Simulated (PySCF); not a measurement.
# One shape, several levels: CClF (SMILES F[C]Cl)

Aim: a comparison of 5 runs (UB3LYP/STO-6G, UM06-2X/STO-6G, UPBE/STO-6G, UMP2/STO-6G, NEVPT2(4,4)/STO-6G) of CClF. The job is set up through a Python script.

Program for the calculation: PySCF 2.14.0.

18 further runs of the same task are left out: 6 that didn't finish, 12 set aside as unsound or not needed.

### 1 The molecule

The species is CClF (3 atoms), meant as a triplet with charge 0. As SMILES, `F[C]Cl`. The F1–C2 distance was set to 1.998 Å, away from the relaxed value. At this shape a bond of the SMILES string is far longer than usual.

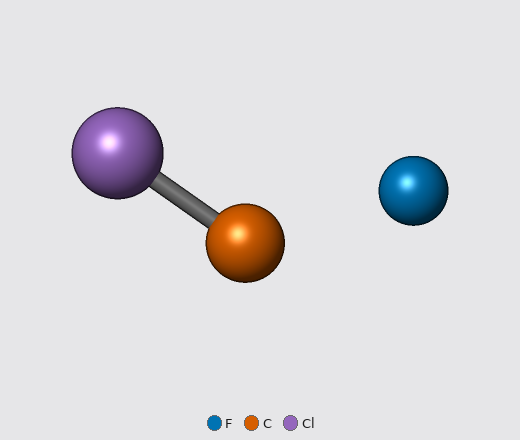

The structure, seen from a chosen angle (fluorine blue, carbon orange, chlorine purple).

### 2 The energy at UB3LYP/STO-6G (run 1)

The input, input.py:

```python
from pyscf import gto, dft

mol = gto.Mole()
mol.atom = '''
F     -2.626013     2.183185    -1.190306
C     -0.409277    -0.741132    -0.303811
Cl     2.296395    -0.467329     1.198634
'''
mol.spin = 2
mol.basis = 'sto-6g'
mol.verbose = 3
mol.unit = 'bohr'
mol.max_memory = 1860
mol.build()

mf = dft.UKS(mol)
mf.xc = 'b3lyp'
mf.conv_tol = 1e-10
mf.grids.level = 5
mf.kernel()
if not mf.converged:
    mf = mf.newton().run(mf.mo_coeff, mf.mo_occ)

e_final = mf.e_tot
print('E = %.10f Eh' % e_final)
```

Run with:

```sh
$ OMP_NUM_THREADS=1 python input.py
```

Log:

```text
WARN: HOMO -0.0979110087711597 >= LUMO -0.288321100709249

WARN: HOMO 0.134183593443698 >= LUMO 0.0859605462172407

converged SCF energy = -595.662008439943  <S^2> = 2.0425884  2S+1 = 3.0282592
E = -595.6620084399 Eh
```

Run time: 6 s. Hardware: 1 thread of Arm Neoverse V1, shared host; peak memory 0.2 GiB.

### 3 The energy at UM06-2X/STO-6G (run 2)

The input, input.py:

```python
from pyscf import gto, dft

system = gto.Mole()
system.atom = '''
F   -1.389626   1.155292  -0.629883
C   -0.216580  -0.392190  -0.160770
Cl   1.215200  -0.247300   0.634290
'''
system.spin = 2
system.basis = 'sto-6g'
system.verbose = 3
system.max_memory = 1860
system.charge = 0
system.build()

calc0 = dft.UKS(system)
calc0.xc = 'm06-2x'
calc0.grids.level = 5
calc0.conv_tol = 1e-10
calc0.kernel()
if not calc0.converged:
    calc0 = calc0.newton().run(calc0.mo_coeff, calc0.mo_occ)

e_tot = calc0.e_tot
print('E = %.10f Eh' % e_tot)
```

Run with:

```sh
$ OMP_NUM_THREADS=1 python input.py
```

Log:

```text
WARN: HOMO -0.0653463172451738 >= LUMO -0.301380034768907

converged SCF energy = -595.586749106053  <S^2> = 2.0488808  2S+1 = 3.0324121
E = -595.5867491061 Eh
```

Run time: 11 s. Hardware: 1 thread of Arm Neoverse V1, shared host; peak memory 0.21 GiB.

### 4 The energy at UPBE/STO-6G (run 3)

The input, input.py:

```python
from pyscf import gto, dft

molecule = gto.Mole()
molecule.atom = '''
F       -1.389626       1.155292      -0.629883
C       -0.216580      -0.392190      -0.160770
Cl       1.215200      -0.247300       0.634290
'''
molecule.spin = 2
molecule.charge = 0
molecule.verbose = 3
molecule.basis = 'sto-6g'
molecule.max_memory = 1860
molecule.build()

mf = dft.UKS(molecule)
mf.xc = 'pbe'
mf.grids.level = 5
mf.conv_tol = 1e-10
mf.kernel()
if not mf.converged:
    mf = mf.newton().run(mf.mo_coeff, mf.mo_occ)

e_tot = mf.e_tot
print('E(%s) = %.9f' % ('PBE', e_tot))
```

Run with:

```sh
$ OMP_NUM_THREADS=1 python input.py
```

Log:

```text
WARN: HOMO -0.114575496118619 >= LUMO -0.268204415943691

WARN: HOMO 0.146256694781175 >= LUMO 0.0669521316349018

WARN: HOMO -0.00218278472748118 >= LUMO -0.0925953682392651

WARN: HOMO -0.00227773951409627 >= LUMO -0.0925532229838741

WARN: HOMO -0.0695718109349534 >= LUMO -0.081152218941466

WARN: HOMO -0.0834637525321655 >= LUMO -0.0933136602302187

WARN: HOMO -0.0899770686003539 >= LUMO -0.110462869641527

WARN: HOMO -0.0865863031329643 >= LUMO -0.103334051768989

WARN: HOMO -0.0831262158276442 >= LUMO -0.108375152985433

WARN: HOMO -0.0845493840182021 >= LUMO -0.107459277449721

WARN: HOMO -0.0842873275436844 >= LUMO -0.107582180687493

WARN: HOMO -0.0842693021328927 >= LUMO -0.107527045896123

WARN: HOMO -0.0842662307843896 >= LUMO -0.107517769683599

WARN: HOMO -0.0842619483060076 >= LUMO -0.107517510857023

WARN: HOMO -0.0842623208495402 >= LUMO -0.107518243944651

WARN: HOMO -0.0842613685592655 >= LUMO -0.107518793344511

converged SCF energy = -595.334268949095  <S^2> = 2.021137  2S+1 = 3.0140584
E(PBE) = -595.334268949
```

Run time: 6.9 s. Hardware: 1 thread of Arm Neoverse V1, shared host; peak memory 0.2 GiB.

Run 4 isn't shown in full; the table further down has it.

### 5 A single-point energy at NEVPT2(4,4)/STO-6G (run 5)

The input, run.py:

```python
import numpy
from pyscf import gto, scf, mp, mcscf, mrpt

molecule = gto.M(
    atom='''
F     -2.626013     2.183185    -1.190306
C     -0.409277    -0.741132    -0.303811
Cl     2.296395    -0.467329     1.198634
''',
    unit='bohr',
    basis='sto-6g',
    spin=2,
    max_memory=1860,
    charge=0,
    verbose=4,
)

mf = scf.ROHF(molecule)
mf.conv_tol = 1e-10
mf.kernel()
if not mf.converged:
    mf = mf.newton().run(mf.mo_coeff, mf.mo_occ)

pt = mp.MP2(scf.addons.convert_to_uhf(mf)).run()
noons, natorbs = mcscf.addons.make_natural_orbitals(pt)
print('natural occupations', numpy.round(noons[:40], 4))
cas = mcscf.CASSCF(mf, 4, 4)
cas.fix_spin_(ss=2.0)
cas.natorb = True
cas.kernel(natorbs)
e_pt2 = mrpt.NEVPT(cas).kernel()
e_tot = cas.e_tot + e_pt2
print('Final energy', e_tot)
```

Run with:

```sh
$ OMP_NUM_THREADS=1 python run.py
```

Log:

```text
PySCF version 2.14.0

[INPUT] num. atoms = 3
[INPUT] num. electrons = 32
[INPUT] charge = 0
[INPUT] spin (= nelec alpha-beta = 2S) = 2
[INPUT] symmetry False subgroup None
[INPUT] Mole.unit = bohr
[INPUT] Symbol           X                Y                Z      unit          X                Y                Z       unit  Magmom
[INPUT]  1 F     -1.389626235180   1.155291749222  -0.629882809221 AA   -2.626013000000   2.183185000000  -1.190306000000 Bohr   0.0
[INPUT]  2 C     -0.216580061354  -0.392190164684  -0.160769857627 AA   -0.409277000000  -0.741132000000  -0.303811000000 Bohr   0.0
[INPUT]  3 Cl     1.215199901271  -0.247299856802   0.634289797034 AA    2.296395000000  -0.467329000000   1.198634000000 Bohr   0.0

nuclear repulsion = 72.2999950454825
number of shells = 11
number of NR pGTOs = 114
number of NR cGTOs = 19
basis = sto-6g
ecp = {}

[... 63 lines left out ...]
converged SCF energy = -594.499534084731
[... 32 lines left out ...]
sorting_mo_energy = False
[... 26 lines left out ...]
1-step CASSCF converged in   6 macro ( 87 JK  20 micro) steps
[... 2 lines left out ...]
Natural orbital (expansion on meta-Lowdin AOs) in CAS space
[... 13 lines left out ...]
CASSCF energy = -594.535483087006
[... 2 lines left out ...]
******** <class 'pyscf.mrpt.nevpt2.NEVPT'> ********
NEVPT2 (3e+1e, 4o), ncore = 14, nvir = 1
root = 0
Natural occ [1.75075282 1.00255344 1.         0.24669375]
Natural orbital (expansion on meta-Lowdin AOs) in CAS space
               #1        #2        #3        #4
0 F 1s          -0.00060   0.00013   0.00000   0.00064
0 F 2s           0.04903  -0.00630  -0.00000  -0.06116
0 F 2px         -0.31491  -0.34968   0.02258  -0.31241
[... 15 lines of this table left out ...]
2 Cl 3pz        -0.10110   0.08744  -0.20024   0.01524
<CAS-nat-orb|mo-hf>  15     10      -0.41428802
<CAS-nat-orb|mo-hf>  15     11      -0.44785005
<CAS-nat-orb|mo-hf>  15     15      -0.69317961
<CAS-nat-orb|mo-hf>  16     15       0.51346827
<CAS-nat-orb|mo-hf>  16     16       0.70377037
<CAS-nat-orb|mo-hf>  17     17       0.99997009
<CAS-nat-orb|mo-hf>  18     18       0.91396176
Sr    (-1)',   E = -0.00083737450123
Si    (+1)',   E = -0.00199190379024
Sijrs (0)  ,   E = -0.00682684999694
Sijr  (+1) ,   E = -0.00694963626974
Srsi  (-1) ,   E = -0.00055300347653
Srs   (-2) ,   E = -0.00092255889327
Sij   (+2) ,   E = -0.00228027920962
Sir   (0)' ,   E = -0.00462111735468
Nevpt2 Energy = -0.024982723492262
Final energy -594.5604658104983
```

Run time: 1.3 s. Hardware: 1 thread of Arm Neoverse V1, shared host; peak memory 0.12 GiB.

### 6 The series

| run | level | integration grid | frozen core orbitals | energy (Eh) | dipole moment (D) of the reference | HOMO energy (eV) | LUMO energy (eV) | wall time |
| --- | --- | --- | --- | --- | --- | --- | --- | --- |
| 1 | UB3LYP/STO-6G | 5 | – | -595.662008 | 0.18 | -3.94 | -1.69 | 6 s |
| 2 | UM06-2X/STO-6G | 5 | – | -595.586749 | 0.08 | -5.61 | 0.15 | 11 s |
| 3 | UPBE/STO-6G | 5 | – | -595.334269 | 0.22 | -2.29 | – | 6.9 s |
| 4 | UMP2/STO-6G | – | 7 | -594.540142 | 0.39 | -8.91 | 5.58 | 0.99 s |
| 5 | NEVPT2(4,4)/STO-6G | – | – | -594.560466 | 0.53 | – | – | 1.3 s |

### 7 Outcome

| quantity | value |
| --- | --- |
| run 5: total energy | -594.56047 Eh |
| run 5: dipole moment (Hartree–Fock density) | 0.53 D |

What this shows: Over runs 1, 2, 3 the dipole moment (its size) runs from 0.08 D (UM06-2X/STO-6G) to 0.22 D (UPBE/STO-6G). Totals of different functionals can't be ranked against each other. In runs 1, 2, 3, 4, 5 the basis is minimal, so the values are rough. Spin contamination of the reference: run 4 ⟨S²⟩ = 2.21. All runs together took 26 s, the longest 11 s.
